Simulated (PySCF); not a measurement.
## Electronic structure of C4H11NSi (SMILES C/C=N\[SiH](C)C) in real space

```json
{"atom": "C", "x (Å)": "2.6859", "y (Å)": "0.3424", "z (Å)": "0.3620"}
{"atom": "C", "x (Å)": "1.8297", "y (Å)": "-0.5220", "z (Å)": "-0.5032"}
{"atom": "N", "x (Å)": "0.5828", "y (Å)": "-0.5649", "z (Å)": "-0.5554"}
{"atom": "Si", "x (Å)": "-0.7484", "y (Å)": "0.2140", "z (Å)": "0.2063"}
{"atom": "C", "x (Å)": "-1.7327", "y (Å)": "-1.2035", "z (Å)": "0.9967"}
{"atom": "C", "x (Å)": "-1.7098", "y (Å)": "1.0099", "z (Å)": "-1.2239"}
{"atom": "H", "x (Å)": "3.3192", "y (Å)": "-0.2852", "z (Å)": "0.9875"}
{"atom": "H", "x (Å)": "2.0755", "y (Å)": "0.9858", "z (Å)": "0.9879"}
{"atom": "H", "x (Å)": "3.3389", "y (Å)": "0.9494", "z (Å)": "-0.2635"}
{"atom": "H", "x (Å)": "2.3850", "y (Å)": "-1.1939", "z (Å)": "-1.1644"}
{"atom": "H", "x (Å)": "-0.4930", "y (Å)": "1.2451", "z (Å)": "1.2364"}
{"atom": "H", "x (Å)": "-1.1939", "y (Å)": "-1.6462", "z (Å)": "1.8283"}
{"atom": "H", "x (Å)": "-1.9308", "y (Å)": "-1.9903", "z (Å)": "0.2762"}
{"atom": "H", "x (Å)": "-2.6864", "y (Å)": "-0.8483", "z (Å)": "1.3729"}
{"atom": "H", "x (Å)": "-1.1574", "y (Å)": "1.8337", "z (Å)": "-1.6646"}
{"atom": "H", "x (Å)": "-1.9085", "y (Å)": "0.2884", "z (Å)": "-2.0097"}
{"atom": "H", "x (Å)": "-2.6630", "y (Å)": "1.3975", "z (Å)": "-0.8794"}
```

Geometry: GFN2-xTB.

The calculation used PBE0/pcSseg-1, SCF density, gas phase, non-relativistic (PySCF).

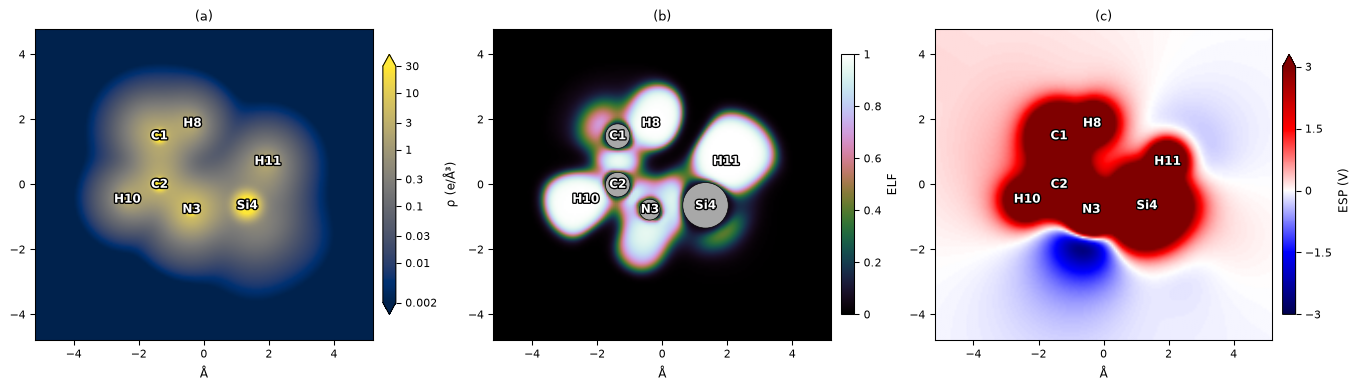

Figure 1. (a) total electron density; (b) electron localisation function; (c) molecular electrostatic potential on the plane of atoms C2, C1 and H8. Grey discs cover the atomic cores in the ELF map.

Question: What do the fields say about this system?

Answer:
- The section cuts through C, N, Si and H sites.
- C–N (1.25 Å): ρ is about 2.8 e/Å³ halfway; the ELF peaks at about 0.90 between the atoms (a multiple bond).
- C–C (1.49 Å): the density is about 1.8 e/Å³ at the midpoint; the ELF peaks at about 0.95 between the atoms, as expected for a shared electron pair.
- Si–N (1.72 Å): ρ at the midpoint is about 1.1 e/Å³; the ELF peaks at about 0.90 between the atoms, as expected for a shared but strongly polarised pair.
- C–H (1.09 Å): the density is about 2 e/Å³ at the midpoint; the ELF climbs to about 1 towards the hydrogen, as it does in any bond to H; an ordinary covalent bond to hydrogen.
- Si–H (1.48 Å): the density is about 0.79 e/Å³ at the midpoint; the ELF climbs to about 1 towards the hydrogen.
- The ELF also peaks beside N3, away from the bonds: lone-pair regions.
- Outside the dense part of the molecule the potential is most negative (−2.6 V) near N3.

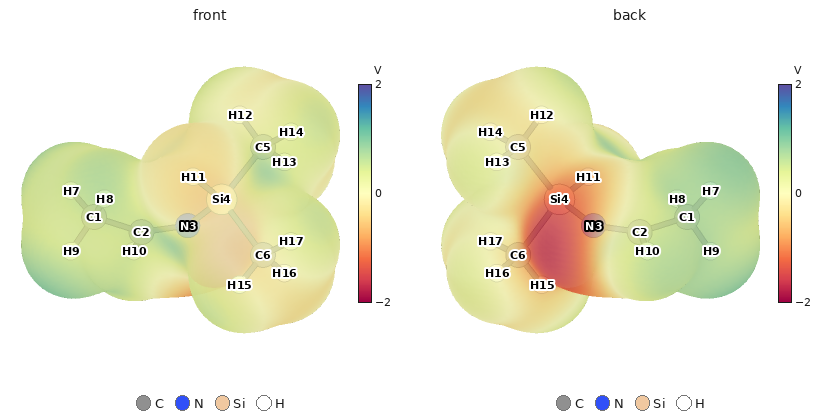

Figure 2. The molecular electrostatic potential painted on the density surface at 0.002 e/bohr³, seen from the front and from behind; the colour scale runs from red (negative) to blue (positive).

Question: Describe the electrostatic potential map.

Answer: The most negative region (about −1.7 V) lies over N3, the most positive (about +0.9 V) over H7 and H9. N3 is the likeliest acceptor of a hydrogen bond.

Question: How polar is the molecule by this calculation?

Answer: Its dipole moment is 1.59 D.
